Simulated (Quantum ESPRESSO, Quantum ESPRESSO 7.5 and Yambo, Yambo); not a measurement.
**Local fields in the dielectric function of GaN (F-43m)**

What do local fields and a kernel do to the response of GaN (F-43m)?

Calculated with Quantum ESPRESSO 7.5 and Yambo 5.3.0; PBE and many-body steps on it, plane waves.

## Step 1: The structure

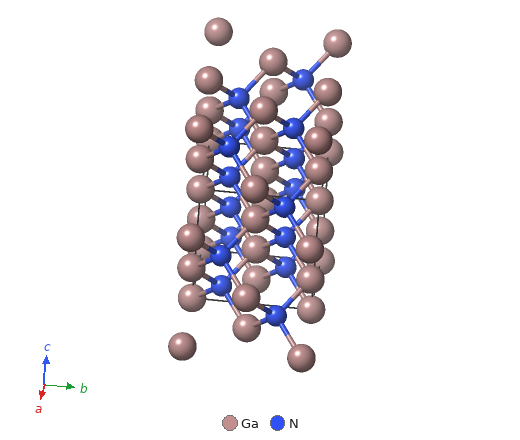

The starting structure, seen slightly off an axis (gallium pink, nitrogen blue). 2×1×2 cells are drawn. This picture shows the conventional cell, with its axes. Bonds to atoms that aren't drawn are left out. Some periodic images of atoms are drawn too.

The cell and positions are those that the Materials Project relaxed with its own functionals (PBE, PBE+U or r2SCAN), kept fixed. This is not the form that GaN usually takes at ambient conditions.

## Step 2: Empty states on the mesh, 10×10×10 mesh, 34 bands

This step: Quantum ESPRESSO 7.5; DFT, PBE, plane waves, norm-conserving pseudopotentials.

The sums over transitions need many empty states on a uniform mesh; this step solves for them.

Contents of pw.in:

```
&control
  calculation = 'nscf'
  prefix = 'x'
  outdir = 'o'
  pseudo_dir = 'pseudo'
/
&system
  ibrav = 0
  nat = 2
  ntyp = 2
  ecutwfc = 104.0
  nbnd = 34
  force_symmorphic = .true.
/
&electrons
  conv_thr = 1e-9
  electron_maxstep = 80
  diago_full_acc = .true.
  diago_thr_init = 5e-6
/
ATOMIC_SPECIES
  Ga 69.723 Ga.upf
  N 14.007 N.upf
CELL_PARAMETERS angstrom
  0.0000000000 2.2535006075 2.2535006075
  2.2535006075 0.0000000000 2.2535006075
  2.2535006075 2.2535006075 0.0000000000
ATOMIC_POSITIONS crystal
  Ga 0.0000000000 0.0000000000 0.0000000000
  N 0.7500000000 0.7500000000 0.7500000000
K_POINTS automatic
  10 10 10 0 0 0
```

Started as:

```
$ OMP_NUM_THREADS=1 mpirun -n 8 pw.x -nk 4 -in pw.in > pw.out
```

Log:

```text
Program PWSCF v.7.5 starts

     This program is part of the open-source Quantum ESPRESSO suite
     for quantum simulation of materials; please cite
         "P. Giannozzi et al., J. Phys.:Condens. Matter 21 395502 (2009);
         "P. Giannozzi et al., J. Phys.:Condens. Matter 29 465901 (2017);
         "P. Giannozzi et al., J. Chem. Phys. 152 154105 (2020);
     in publications or presentations arising from this work. More details at

     Atomic positions and unit cell read from directory:
     o/x.save/

     Message from routine setup:
[...]
58.8663  62.8434

          k = 0.1414 0.1414-0.1414 (  2761 PWs)   bands (ev):

[...]
22.4115  28.0746  28.3857  28.3857  33.0460  35.9132  35.9132  38.9807
    42.1966  43.4566  43.4566  50.5137  50.5137  57.8739  58.6253  59.3735
    59.3735  63.3100

          k = 0.2121 0.2121-0.2121 (  2785 PWs)   bands (ev):

     [... further k-points ...]

     highest occupied, lowest unoccupied level (ev):    11.6293   13.3821

     XML data file, pseudopotentials, collected wavefunctions

=------------------------------------------------------------------------------=
   JOB DONE.
=------------------------------------------------------------------------------=
```

The job ended after 4.7 s (8 MPI ranks of Arm Neoverse V1, shared host; peak memory 0.35 GiB).

Numbers from this step:

- gap: 1.753 eV
- k of the valence top: 0, 0, 0
- k of the conduction bottom: 0, 0, 0
- least direct gap: 1.753 eV
- k points computed: 47
- lowest point of the top converged band, above the valence top: 44.43 eV

On this mesh the gap is 1.753 eV.

The density comes from a self-consistent run that is not shown.

## Step 3: Conversion and set-up

This step: Yambo 5.3.0; conversion and set-up on PBE, plane waves, norm-conserving pseudopotentials.

The states are converted to the many-body program's format and the q mesh is built.

Started as:

```
$ (cd o/x.save; p2y > p2y.log; mv SAVE ../..); yambo > setup.log
```

Log:

```text
 Yambo, version 5.3.0

 [02] CORE Variables Setup
 =========================

  [02.01] Unit cells
  ==================

  Cell kind             :  FCC
  Atoms in the cell     :  Ga  N
  number of Ga atoms    :  1
  number of N  atoms    :  1

  List of atomic masses
  Mass of Ga    :  69.72300
  Mass of N     :  14.00700

  List of atomic coordinates    : [cc]
  Ga1       :  0.000000  0.000000  0.000000  order 1
  N1       :  6.387748  6.387748  6.387748  order 2

  Alat factors          :  4.258499  4.258499  4.258499 [a.u.]
  Direct lattice volume :  154.4542 [a.u.]
[...]
Q [ 1]         [rlu]:  0.000000  0.000000  0.000000
 Q [ 2]         [rlu]: -0.21427E-17 -0.21427E-17  0.10000
 Q [ 3]         [rlu]:  0.64851E-18  0.64851E-18  0.20000
[...]
Q [ 8]         [rlu]: -0.41477E-17  0.10000      0.20000
 Q [ 9]         [rlu]:  0.64851E-18  0.10000      0.30000
 Q [10]         [rlu]: -0.19561E-17  0.10000      0.40000
     [... 35 further rows ...]
 Q [46]         [rlu]:  0.200000  0.400000 -0.300000
 Q [47]         [rlu]:  0.200000 -0.500000 -0.300000

  [03.01] X indexes
  =================

   [03.01.01] Sigma indexes
   ========================

 [06] Game Over & Game summary
```

The job ended after 3.6 s (1 MPI rank; peak memory 0.25 GiB).

## Step 4: RPA response with local fields

The response function is computed on a frequency grid, with local fields up to the given cutoff.

This step: RPA response with local fields on PBE, plane waves, norm-conserving pseudopotentials.

Contents of optics1.in:

```
optics
chi
dipoles
Chimod= "HARTREE"
% QpntsRXd
 1 | 4 |
%
% BndsRnXd
 1 | 34 |
%
NGsBlkXd= 3 Ry
% EnRngeXd
 0 | 30 | eV
%
% DmRngeXd
 0.2 | 0.2 | eV
%
ETStpsXd= 301
% LongDrXd
 1 | 0 | 0 |
%
```

Started as:

```
$ OMP_NUM_THREADS=1 mpirun -n 8 yambo -F optics1.in -J optics1 -C optics1 > optics1.log
```

Log:

```text
 Yambo, version 5.3.0

 [02] CORE Variables Setup
 =========================

  [... cell, symmetries and grids as in the set-up ...]

  [02.05] Energies & Occupations
  ==============================

  [X] === General ===
  [X] Electronic Temperature                        :  0.000000  0.000000 [eV K]
  [X] Bosonic    Temperature                        :  0.000000  0.000000 [eV K]
  [X] Finite Temperature mode                       : no
  [X] El. density                                   :  0.11360E+25 [cm-3]
  [X] Fermi Level                                   :  11.62933 [eV]

  [X] === Gaps and Widths ===
  [X] Conduction Band Min                           :  1.752814 [eV]
  [X] Valence Band Max                              :  0.000000 [eV]
  [X] Filled Bands                                  :  13
  [X] Empty Bands                                   :   14   34
  [X] Direct Gap                                    :  1.752814 [eV]
  [X] Direct Gap localized at k                     :  1
  [X] Indirect Gap                                  :  1.752814 [eV]
  [X] Indirect Gap between kpts                     :  1  1
  [X] Last valence band width                       :  3.545106 [eV]
  [X] 1st conduction band width                     :  4.992686 [eV]

 [03] Transferred momenta grid and indexing
 ==========================================

 IBZ Q-points                                      :   47
 BZ  Q-points                                      :  1000

 K/Q-points units:
 rlu = crystal or reduced units; cc = cartesian coordinates; iku = interal k-units

 Q [ 1]         [rlu]:  0.000000  0.000000  0.000000
 Q [ 2]         [rlu]: -0.21427E-17 -0.21427E-17  0.10000
 Q [ 3]         [rlu]:  0.64851E-18  0.64851E-18  0.20000
 Q [ 4]         [rlu]:  0.69879E-17  0.69879E-17  0.30000
 Q [ 5]         [rlu]:  0.93171E-17  0.93171E-17  0.40000
 Q [ 6]         [rlu]: -0.21514E-16 -0.21514E-16 -0.50000
 Q [ 7]         [rlu]: -0.17119E-17  0.10000      0.10000
 Q [ 8]         [rlu]: -0.41477E-17  0.10000      0.20000
 Q [ 9]         [rlu]:  0.64851E-18  0.10000      0.30000
 Q [10]         [rlu]: -0.19561E-17  0.10000      0.40000
     [... 35 further rows ...]
 Q [46]         [rlu]:  0.200000  0.400000 -0.300000
 Q [47]         [rlu]:  0.200000 -0.500000 -0.300000

 [04] Dipoles
 ============

  [04.01] Setup: observables and procedures
  =========================================

  [WARNING] [r,Vnl^pseudo] included in position and velocity dipoles.

  [WARNING] In case H contains other non local terms, these are neglected

 [05] Optics
 ===========

 [SLK-Inversion]  Pools        :  2
 [SLK-Inversion]  BLACS grid   :  2  2

 [SLK-Inversion]  Pools        :  2
 [SLK-Inversion]  BLACS grid   :  2  2

 [SLK-Inversion]  Pools        :  2
 [SLK-Inversion]  BLACS grid   :  2  2

 [SLK-Inversion]  Pools        :  2
 [SLK-Inversion]  BLACS grid   :  2  2

 [08] Game Over & Game summary
```

Elapsed: 60 s, on 8 MPI ranks; peak memory 2.9 GiB.

Numbers from this step:

| Quantity | Value |
| --- | --- |
| ε at zero frequency | 5.762 |
| the same without local fields | 6.033 |
| loss peak | 20.4 eV |

The static value is 5.76.

The ε₂ has structure finer than the step of the table below, so its rows give means over 1 eV, whole bins alone (the curve runs from 0 to 30 eV). Peaks (eV: height): HARTREE 5.6: 4.79, 6.4: 7.74, 7.4: 7.93, 9.1: 5.96, 11.5: 5.27; no local fields 5.6: 4.92, 6.3: 8.06, 7.4: 8.31, 9.1: 7.38, 11.4: 6.26.

Broadening 0.2 eV; field along x. ε₂ against energy; means over each step:

```
energy (eV)  HARTREE  no local fields
          1    0.255            0.265
          2    0.799            0.813
          3     1.62             1.65
          4     2.05             2.09
          5     2.78             2.88
          6     5.41             5.70
          7     6.85             7.22
          8     5.22             5.48
          9     5.18             6.39
         10     4.98             5.93
         11     4.37             5.32
         12     5.00             5.04
         13     3.01             2.62
         14     2.04             1.78
         15     1.18             1.05
         16    0.933            0.890
         17    0.817            0.840
         18    0.716            0.731
         19    0.616            0.611
         20    0.511            0.502
         21    0.453            0.478
         22    0.515            0.515
         23    0.452            0.484
         24    0.490            0.520
         25    0.496            0.493
         26    0.384            0.392
         27    0.297            0.350
         28    0.304            0.366
         29    0.260            0.300
```

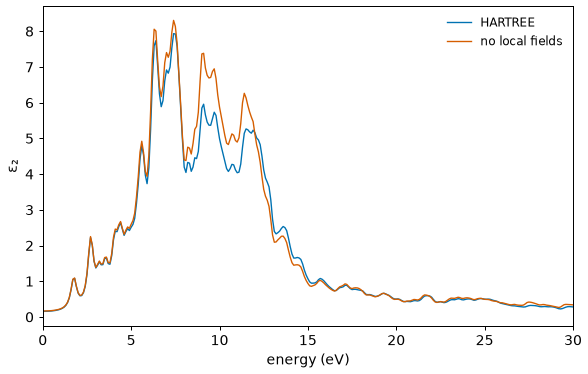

ε₂ against energy.

The loss function, HARTREE has structure finer than the step of the table below, so its rows give means over 2 eV, whole bins alone (the curve runs from 0 to 30 eV). Peaks (eV: height): 20.4: 2.03, 22.2: 1.67, 25.8: 1.35.

Broadening 0.2 eV; field along x. The loss function, HARTREE by energy loss; means over each step:

```
energy loss (eV)  loss function, HARTREE
               2                  0.0227
               4                  0.0446
               6                  0.0730
               8                   0.158
              10                   0.200
              12                   0.200
              14                   0.325
              16                   0.806
              18                    1.36
              20                    1.75
              22                    1.34
              24                    1.09
              26                    1.17
              28                   0.760
```

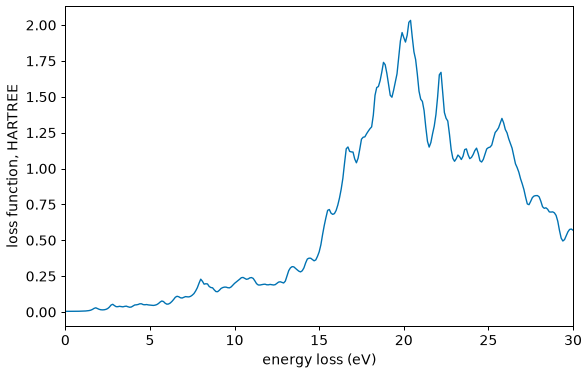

Loss function, HARTREE, plotted against energy loss.

The Im eps has structure finer than the step of the table below, so its rows give means over 2 eV, whole bins alone (the curve runs from 0 to 30 eV). Peaks (eV: height): HARTREE 7.7: 6.86, 9.7: 5.75, 11.8: 5.48; no local fields 7.7: 7.28, 9.7: 6.95, 11.6: 6.03.

Broadening 0.2 eV; momentum transfer q number 2. Im eps against energy; means over each step:

```
energy (eV)  HARTREE  no local fields
          2    0.463            0.505
          4     1.64             1.77
          6     4.20             4.52
          8     5.64             6.23
         10     4.77             5.67
         12     4.49             4.66
         14     2.18             1.89
         16     1.03            0.995
         18    0.773            0.782
         20    0.552            0.558
         22    0.508            0.518
         24    0.517            0.540
         26    0.393            0.409
         28    0.298            0.368
```

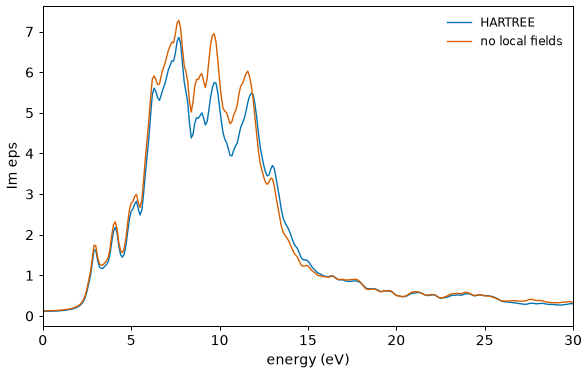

Im eps, plotted against energy.

The -Im 1/eps, HARTREE has structure finer than the step of the table below, so its rows give means over 2 eV, whole bins alone (the curve runs from 0 to 30 eV). Peaks (eV: height): 20.0: 1.89, 25.8: 1.38.

Broadening 0.2 eV; momentum transfer q number 2. -Im 1/eps, HARTREE against energy loss; means over each step:

```
energy loss (eV)  -Im 1/eps, HARTREE
               2              0.0125
               4              0.0418
               6              0.0707
               8               0.146
              10               0.198
              12               0.213
              14               0.331
              16               0.767
              18                1.26
              20                1.64
              22                1.35
              24                1.12
              26                1.19
              28               0.762
```

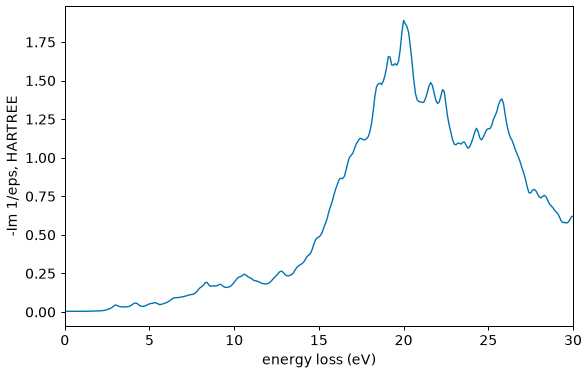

-Im 1/eps, HARTREE against energy loss.

The Im eps has structure finer than the step of the table below, so its rows give means over 2 eV, whole bins alone (the curve runs from 0 to 30 eV). Peaks (eV: height): HARTREE 8.7: 5.85, 10.3: 4.96, 12.0: 5.25; no local fields 8.6: 6.91, 10.3: 5.86, 11.9: 5.66.

Broadening 0.2 eV; momentum transfer q number 3. Table of Im eps by energy; means over each step:

```
energy (eV)  HARTREE  no local fields
          2    0.110            0.135
          4    0.845             1.06
          6     2.32             2.75
          8     4.82             5.75
         10     4.52             5.18
         12     4.45             4.59
         14     2.54             2.18
         16     1.22             1.20
         18    0.909            0.921
         20    0.658            0.673
         22    0.615            0.617
         24    0.586            0.607
         26    0.412            0.448
         28    0.330            0.436
```

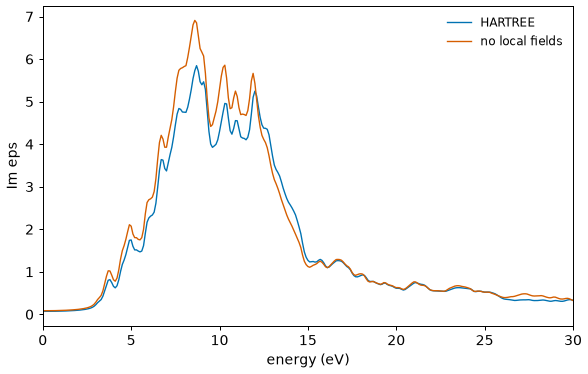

Im eps against energy.

## Step 5: Independent-particle response

This step: independent-particle response on PBE, plane waves, norm-conserving pseudopotentials.

Contents of optics2.in:

```
optics
chi
dipoles
Chimod= "IP"
% QpntsRXd
 1 | 1 |
%
% BndsRnXd
 1 | 34 |
%
NGsBlkXd= 1 RL
% EnRngeXd
 0 | 30 | eV
%
% DmRngeXd
 0.2 | 0.2 | eV
%
ETStpsXd= 301
% LongDrXd
 1 | 0 | 0 |
%
```

Started as:

```
$ OMP_NUM_THREADS=1 mpirun -n 8 yambo -F optics2.in -J optics2 -C optics2 > optics2.log
```

Log:

```text
 Yambo, version 5.3.0

 [02] CORE Variables Setup
 =========================

  [... cell, symmetries and grids as in the set-up ...]

  [02.05] Energies & Occupations
  ==============================

  [X] === General ===
  [X] Electronic Temperature                        :  0.000000  0.000000 [eV K]
  [X] Bosonic    Temperature                        :  0.000000  0.000000 [eV K]
  [X] Finite Temperature mode                       : no
  [X] El. density                                   :  0.11360E+25 [cm-3]
  [X] Fermi Level                                   :  11.62933 [eV]

  [X] === Gaps and Widths ===
  [X] Conduction Band Min                           :  1.752814 [eV]
  [X] Valence Band Max                              :  0.000000 [eV]
  [X] Filled Bands                                  :  13
  [X] Empty Bands                                   :   14   34
  [X] Direct Gap                                    :  1.752814 [eV]
  [X] Direct Gap localized at k                     :  1
  [X] Indirect Gap                                  :  1.752814 [eV]
  [X] Indirect Gap between kpts                     :  1  1
  [X] Last valence band width                       :  3.545106 [eV]
  [X] 1st conduction band width                     :  4.992686 [eV]

 [03] Transferred momenta grid and indexing
 ==========================================

 IBZ Q-points                                      :   47
 BZ  Q-points                                      :  1000

 K/Q-points units:
 rlu = crystal or reduced units; cc = cartesian coordinates; iku = interal k-units

 Q [ 1]         [rlu]:  0.000000  0.000000  0.000000
 Q [ 2]         [rlu]: -0.21427E-17 -0.21427E-17  0.10000
 Q [ 3]         [rlu]:  0.64851E-18  0.64851E-18  0.20000
[...]
Q [ 8]         [rlu]: -0.41477E-17  0.10000      0.20000
 Q [ 9]         [rlu]:  0.64851E-18  0.10000      0.30000
 Q [10]         [rlu]: -0.19561E-17  0.10000      0.40000
     [... 35 further rows ...]
 Q [46]         [rlu]:  0.200000  0.400000 -0.300000
 Q [47]         [rlu]:  0.200000 -0.500000 -0.300000

 [04] Dipoles
 ============

  [04.01] Setup: observables and procedures
  =========================================

  [WARNING] [r,Vnl^pseudo] included in position and velocity dipoles.

  [WARNING] In case H contains other non local terms, these are neglected

 [05] Optics
 ===========

 [SLK-Inversion]  Pools        :  2
 [SLK-Inversion]  BLACS grid   :  2  2

 [08] Game Over & Game summary
```

The job ended after 5.7 s (8 MPI ranks; peak memory 2.1 GiB).

Numbers from this step:

* ε at zero frequency: 6.033
* loss peak: 20.3 eV

The static value is 6.03.

(Part 1 of 3 ends here.)

[Paths, hosts, dates, memory and timing lines, banners, echoed tables and standing remarks are left out of the program output.]

[Logs are printed without paths, hosts, clocks, repeated set-up lines and the standing remarks that a program may print on its own settings, such as how far it seeks lower states.]

[Runs of the session that timed out or met a known fault of the program may be left out.]

[Hosts, paths, dates, database ids (printed as entryN), source tags and the programs' standing remarks are cut or masked in the printed files.]
